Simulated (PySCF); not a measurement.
Run report: Cl²⁺, atomic calculation

System: Cl²⁺, configuration 1s2 2s2 2p6 3s2 3p3, multiplicity 4.
Method: unrestricted M06-L, pcseg-2, non-relativistic, point nucleus (PySCF).

The program's output (extracts):
```
damping factor = 0
level_shift factor = 0
DIIS = <class 'pyscf.scf.diis.CDIIS'>
diis_start_cycle = 1
diis_space = 10
diis_damp = 0
SCF conv_tol = 1e-09
SCF conv_tol_grad = None
number electrons alpha = 9  beta = 6
XC functionals = M06L
    Y. Zhao and D. G. Truhlar.,  J. Chem. Phys. 125, 194101 (2006)
    Y. Zhao and D. G. Truhlar.,  J. Chem. Phys. 125, 194101 (2006)
    Y. Zhao and D. G. Truhlar.,  Theor. Chem. Acc. 120, 215 (2008)
cycle= 1 E= -458.798281253887  delta_E= -0.00229  |g|= 0.0103  |ddm|= 0.0845
cycle= 2 E= -458.798296071808  delta_E= -1.48e-05  |g|= 0.00105  |ddm|= 0.0104
cycle= 3 E= -458.798296256788  delta_E= -1.85e-07  |g|= 4.7e-05  |ddm|= 0.000842
cycle= 4 E= -458.798296257291  delta_E= -5.03e-10  |g|= 1.07e-05  |ddm|= 7.9e-05
converged SCF energy = -458.798296257291  <S^2> = 3.7512681  2S+1 = 4.000634
```

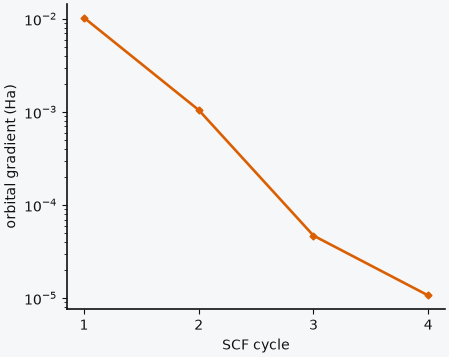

Figure 1. Convergence: orbital gradient against the SCF cycle. The residual falls at every step. It goes from 0.010 to 1.1×10⁻⁵ in 4 steps.

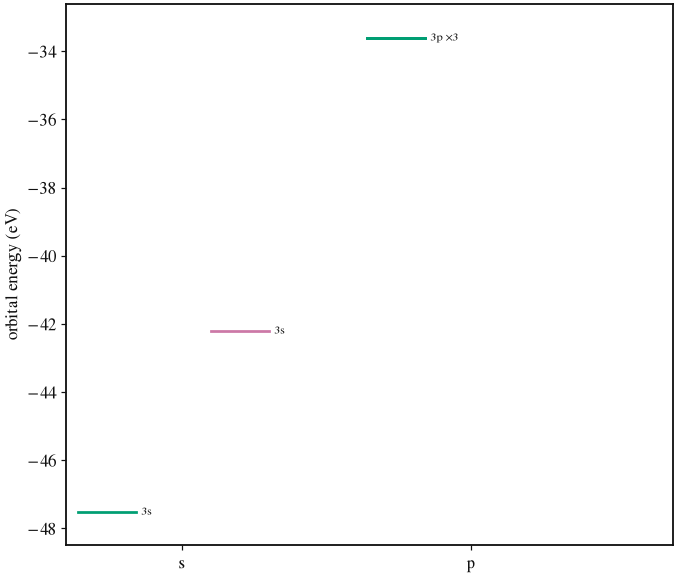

Figure 2. Orbital energies of the mean field, from the top down to −47.5 eV, by angular momentum, α spin at the left of each column and β at the right; ×n counts the orbitals under one label. The highest filled orbital is 3p α at −33.6 eV, the lowest empty one p β at −28.8 eV.

Input:
```python
from pyscf import gto, scf, dft, mp, cc
import basis_set_exchange as bse
mol = gto.M(atom="Cl 0 0 0", charge=2, spin=3, symmetry="D2h",
            basis=gto.basis.parse(bse.get_basis("pcseg-2", elements=["Cl"], fmt="nwchem", header=False)))
mf = dft.UKS(mol, xc="M06L")
mf.irrep_nelec = {'Ag': (3, 3), 'B1u': (2, 1), 'B2u': (2, 1), 'B3u': (2, 1)}
mf.kernel()
```

The script is an equivalent of what the driver set up; the driver started from orbitals of its own, so the log can be shorter than this script's would be, and it computed the properties (radii, ⟨L²⟩, response) afterwards. It held the occupations shell by shell, which the script's counts by irreducible representation don't always enforce.

Launched within a batch (the task file carries these settings):
```bash
OMP_NUM_THREADS=1 python <driver script> TASK.json OUT
```

Summary:

| quantity | value |
| --- | --- |
| outcome | converged |
| total energy | −458.798296 hartree |
| kinetic energy | 458.599633 hartree |
| ⟨S²⟩ | 3.751 |
| SCF iterations | 4 |
| hardware | 1 thread of Arm Neoverse N1, 15 GiB of memory available, shared host |
